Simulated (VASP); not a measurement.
Data:

```
CELL_PARAMETERS angstrom
      0.00000     2.41434     2.41434
      2.41434     0.00000     2.41434
      2.41434     2.41434     0.00000
ATOMIC_POSITIONS crystal
  Si 0.00000 0.00000 0.00000
  V  0.50000 0.50000 0.50000
```

Computed with PBEsol GGA, VASP's PBE PAW potentials (set 64) (plane waves; VASP). Numerical set-up: 400 eV cut-off, 15×15×15 Γ-centred mesh, tetrahedra with Blöchl corrections, potentials Si V_sv.

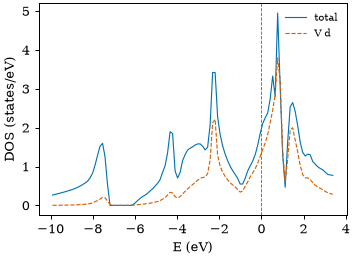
Figure: Total and projected density of states, zero at the Fermi level

Within 2 eV below the Fermi level the largest weight inside VASP's projection spheres is V d.

It has no gap at this level: it comes out as a metal or semimetal.

The structure was generated: VSi was put into the rocksalt type (Fm-3m), which need not be its known phase. It was relaxed first, which changed the volume by -21 %. The run is not spin-polarised, so no magnetic state was tried. The electron count is odd and the run is not spin-polarised, which forces a metal.
